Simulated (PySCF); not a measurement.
```xyz
2

Sn    0.0000    0.0000   -1.3280
Sb    0.0000    0.0000    1.3170
```

Core potentials replace the inner electrons of Sn and Sb.

These are results of PySCF 2.14.0, PBE0/def2-SVP, non-relativistic Hamiltonian with scalar-relativistic core potentials where named, at a bond length of 2.645 Å, not measurements.

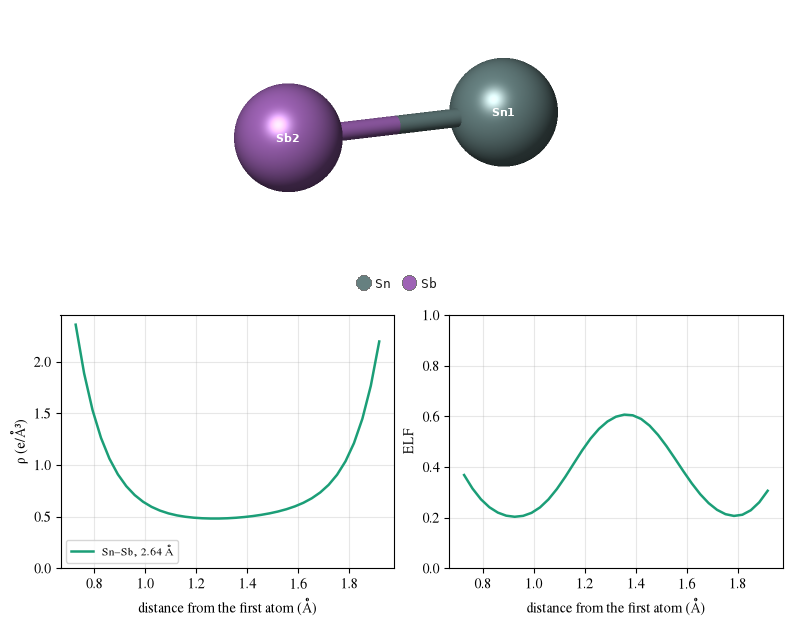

SnSb (doublet). Electron density and electron localisation function along straight lines between neighbouring atoms. The curves leave out the atomic cores. The structure is drawn too.

What can be read from the curves?

Sn–Sb (2.64 Å): ρ is about 0.48 e/Å³ halfway; the ELF reaches about 0.60 near the midpoint.
